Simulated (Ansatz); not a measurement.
# Re3 (charge −1): what the fields show

The calculation's input:

```
crystal:
  periodic: [false, false, false]
  atoms:
    - {symbol: Re, position_ang: [0.161139, -1.067757, -0.662861]}
    - {symbol: Re, position_ang: [-1.096575, 0.060120, 0.631952]}
    - {symbol: Re, position_ang: [0.935436, 1.007637, 0.030909]}
basis:
  gaussian: {orbitals: def2-TZVPD, initial_orbitals: start.molden}
total_charge: -1
hamiltonian: {xc: pbe0, dispersion: d4}
output: {orbitals: {seedname: orbitals}}
```

Launched as:

```sh
ansatz run in.yaml --threads 4 --pin off --events-out ev --progress --plain --max-ram 3916MiB
```

Geometry: PBE0-D4/def2-TZVPD; core potentials replace the inner electrons of Re.

The calculation used RKS PBE0-D4/def2-TZVPD in Ansatz 0.2.0.

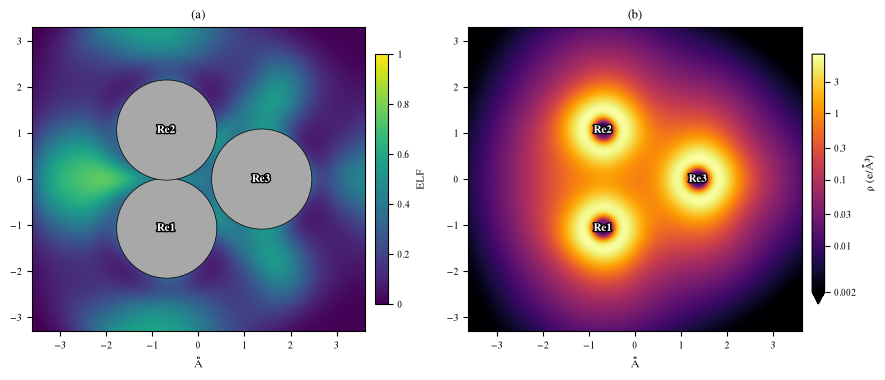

Figure 1. (a) ELF; (b) electron density on the molecular plane. Grey discs cover the atomic cores in the ELF map.

**Interpret the plot.**

The plane passes through Re nuclei.
Re–Re (2.13 Å): ρ at the midpoint is about 1.4 e/Å³; the ELF is about 0.45 at the midpoint.
Re–Re (2.32 Å): ρ is about 0.95 e/Å³ halfway; the ELF is about 0.45 at the midpoint.

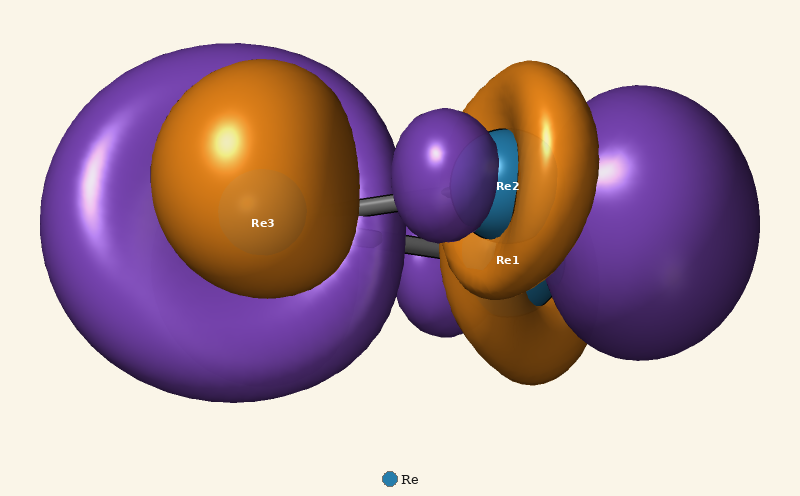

Figure 2. The HOMO at ±0.08 Å⁻³ᐟ² (orange and purple are the two phases), seen from one side.

**Describe this orbital and give its energy.**

By Hirshfeld shares it lies mainly on Re3 (about 65 %), Re1 (about 20 %) and Re2 (about 20 %). Its energy is −0.20 eV.

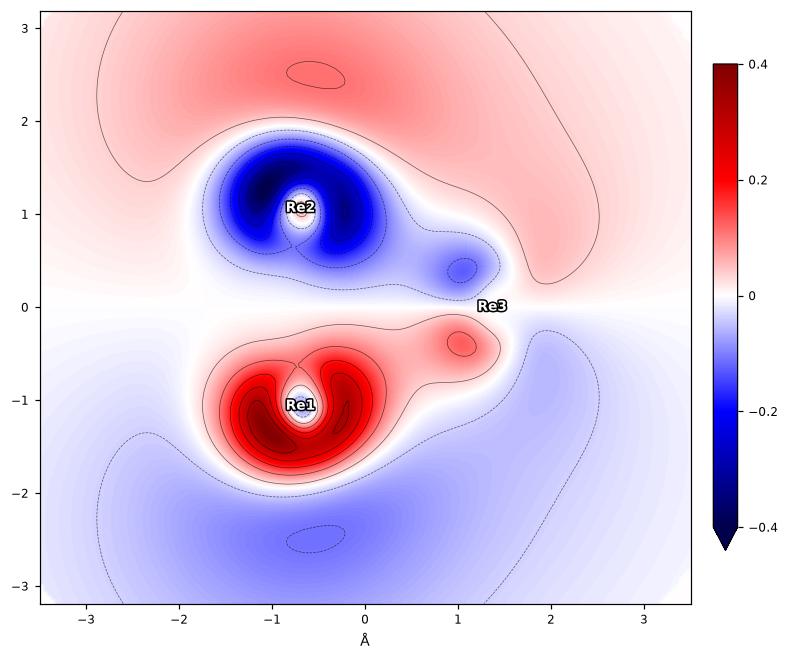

Figure 3. The HOMO−1 on the molecular plane (values in Å⁻³ᐟ²; the overall sign is arbitrary).

**What is the character of this orbital?**

It lies mainly on Re1 (about 45 %), Re2 (about 45 %) and Re3 (about 10 %). Its energy is −0.51 eV.
